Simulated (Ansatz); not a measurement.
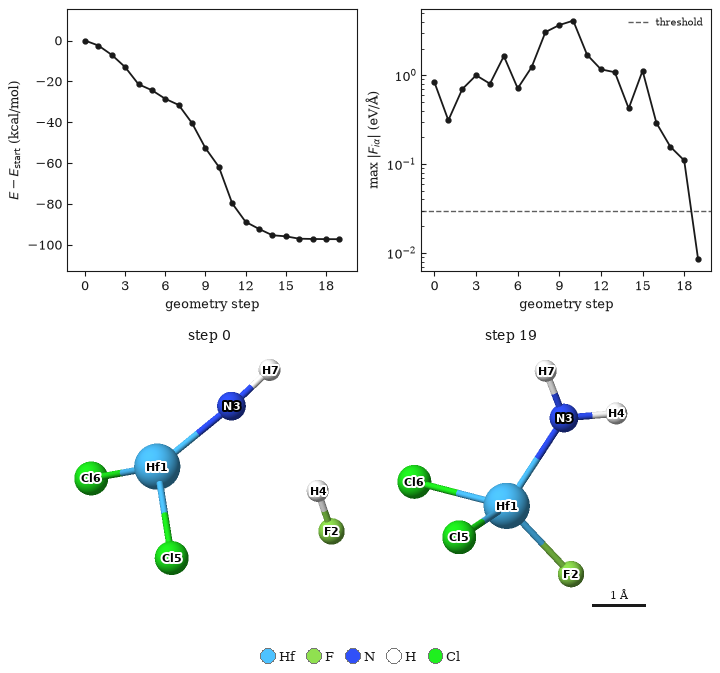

First and last geometry of a relaxation of HfNH$_{2}$Cl$_{2}$F, with the history of the run. The picture is a ball-and-stick view, seen at a tilt.

The run prepares an end point of a later path (reaction) calculation, from a guessed geometry.

The calculation used Ansatz, UKS B3LYP-D4/def2-SVP. (collinear spin; force threshold 0.03 eV/Å; at most 50 steps)

**What do the curves and the structures tell?**

It converged. After 19 geometry steps the energy has fallen by 97.2 kcal/mol. The largest force component goes from 0.83 to 0.0085 eV/Å. The largest moves after the best rigid fit, 1.48 Å, are those of F2 and H4. By element the largest moves are H 1.48 Å, F 1.46 Å, Hf 1.24 Å, N 0.64 Å, Cl 0.49 Å. Among the contacts that change: F2–H4 0.914 → 3.257 Å, Hf1–F2 3.613 → 1.907 Å, N3–H4 2.313 → 1.020 Å, Hf1–H4 3.106 → 2.732 Å. New bonds form, among them: Hf1–F2 (3.61 → 1.91 Å), N3–H4 (2.31 → 1.02 Å). Bonds break, among them: F2–H4 (0.91 → 3.26 Å). Among the angles between lasting bonds that change: Hf1–N3–H7 172.1° → 125.9°, Cl5–Hf1–Cl6 124.1° → 109.5°, N3–Hf1–Cl6 115.2° → 108.3°.

Limits of the set-up: the start holds two separate molecules, 2.3 Å apart at their closest, whose relative position is a soft coordinate.
